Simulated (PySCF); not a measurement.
# [GdCl3(NH3)]−: other functionals and bases at one geometry

How far do other levels of theory move the description of [GdCl3(NH3)]−, and what does each cost? It is a constructed species; whether it can be made isn't addressed.

Method: several levels, as the steps say, no spin–orbit coupling; program: PySCF 2.14.0.

1 further run of the same task is left out (for a known fault of the program).

## 1. The starting structure

8 atoms, charge -1, spin multiplicity 1.

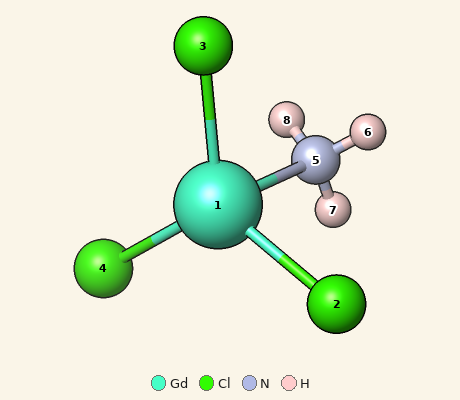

The geometry (gadolinium teal, chlorine green, nitrogen light blue, hydrogen pink); atoms are numbered from 1 in the order of the file.

As a file:

```xyz
8

Gd    0.0633   -0.0633    0.0633
Cl    1.2327    2.1063    1.2327
Cl   -2.1063   -1.2327    1.2327
Cl    1.2327   -1.2327   -2.1063
N    -1.4785    1.4785   -1.4785
H    -2.0791    2.0791   -0.9159
H    -0.9159    2.0791   -2.0791
H    -2.0791    0.9159   -2.0791
```

Formal oxidation states: Gd +2. Each metal's 8 4f electrons lie in its core potential, so multiplicities, spins and levels count the valence alone. For divalent La, Ce, Gd or Lu the extra electron is normally 5d or 6s, so this core forces an excited configuration. An earlier session relaxed this geometry at PBE0, Gd lcecp-0-SVP with ECP54, Cl def2-SVP, N def2-SVP, H def2-SVP (singlet, point group C3v).

At PBE0 on the finer grid: E = -1466.413519 Eh, frontier levels not given, since the 4f levels lie in the core, Mulliken charge on Gd1 +0.40 e, largest force component 0.002 eV/Å. 

Levels to run: wB97X; M06-L; PBE0, TZVP. Hardware: 2 threads of Arm Neoverse V1, shared host.

## 2. wB97X

The input, run.py (the lines that set the calculation):

```python
mol = gto.M(atom='''
Gd     0.06328    -0.06328     0.06328
Cl     1.23271     2.10625     1.23271
Cl    -2.10625    -1.23271     1.23271
Cl     1.23271    -1.23271    -2.10625
N     -1.47846     1.47846    -1.47846
H     -2.07914     2.07914    -0.91592
H     -0.91592     2.07914    -2.07914
H     -2.07914     0.91592    -2.07914''',
    basis={'Gd': 'lcecp-0-SVP', 'Cl': 'def2-SVP', 'N': 'def2-SVP', 'H': 'def2-SVP'},
    ecp={'Gd': 'lcecp-0-SVP'},
    charge=-1, spin=0)
mf = dft.RKS(mol, xc='WB97X')
mf.grids.atom_grid = (75, 302)  # f atoms: unpruned, at least (60, 302)
mf = mf.density_fit()  # fitting sets: Gd AutoAux, Cl def2-universal-JKFIT, N def2-universal-JKFIT, H def2-universal-JKFIT
mf.conv_tol = 1e-08; mf.max_cycle = 55
mf.kernel(dm0)  # dm0: the density of the relaxed state
```

Started as:

```console
OMP_NUM_THREADS=2 python run.py
```

## 3. M06-L

run.py (the lines that set the calculation): that of step 2 with these lines changed.

```diff
@@ -12,3 +12,3 @@
     charge=-1, spin=0)
-mf = dft.RKS(mol, xc='WB97X')
+mf = dft.RKS(mol, xc='M06L')
 mf.grids.atom_grid = (75, 302)  # f atoms: unpruned, at least (60, 302)
```

## 4. PBE0, TZVP

Basis: Gd lcecp-0-TZVP with ECP54, Cl def2-TZVP, N def2-TZVP, H def2-TZVP. 

run.py (the lines that set the calculation): that of step 3 with these lines changed.

```diff
@@ -9,6 +9,6 @@
 H     -2.07914     0.91592    -2.07914''',
-    basis={'Gd': 'lcecp-0-SVP', 'Cl': 'def2-SVP', 'N': 'def2-SVP', 'H': 'def2-SVP'},
-    ecp={'Gd': 'lcecp-0-SVP'},
+    basis={'Gd': 'lcecp-0-TZVP', 'Cl': 'def2-TZVP', 'N': 'def2-TZVP', 'H': 'def2-TZVP'},
+    ecp={'Gd': 'lcecp-0-TZVP'},
     charge=-1, spin=0)
-mf = dft.RKS(mol, xc='M06L')
+mf = dft.RKS(mol, xc='PBE0')
 mf.grids.atom_grid = (75, 302)  # f atoms: unpruned, at least (60, 302)
@@ -16,2 +16,2 @@
 mf.conv_tol = 1e-08; mf.max_cycle = 55
-mf.kernel(dm0)  # dm0: the density of the relaxed state
+mf.kernel(dm0)  # dm0: free metal ions and neutral atoms
```

Before running it: what results should come out? Wanted: for each run, charge on Gd1; dipole; largest force.

The runs gave:

| level | state | charge on Gd1 (e) | dipole (D) | largest force (eV/Å) | basis functions | time |
| --- | --- | --- | --- | --- | --- | --- |
| PBE0 (relaxed here) | singlet | 0.40 | 4.47 | 0.00 | 114 | 28 s |
| wB97X | singlet | 0.42 | 4.47 | 0.02 | 114 | 14 s |
| M06-L | singlet | 0.62 | 4.30 | 0.10 | 114 | 13 s |
| PBE0, TZVP | singlet | 1.03 | 4.22 | 0.22 | 207 | 31 s |

Times are on 2 threads of Arm Neoverse V1, shared host; the first row also made further properties. The dipole of a charged species depends on the origin, so these sizes hold for this origin alone.

The largest leftover force, 0.22 eV/Å with PBE0, TZVP, stands at a geometry relaxed at another level. The Mulliken charge on Gd spans +0.40 to +1.03 e over the levels. With 4f in the core, its levels are missing from HOMO and gap. Total energies of different levels can't be compared. Spin–orbit coupling is left out throughout.
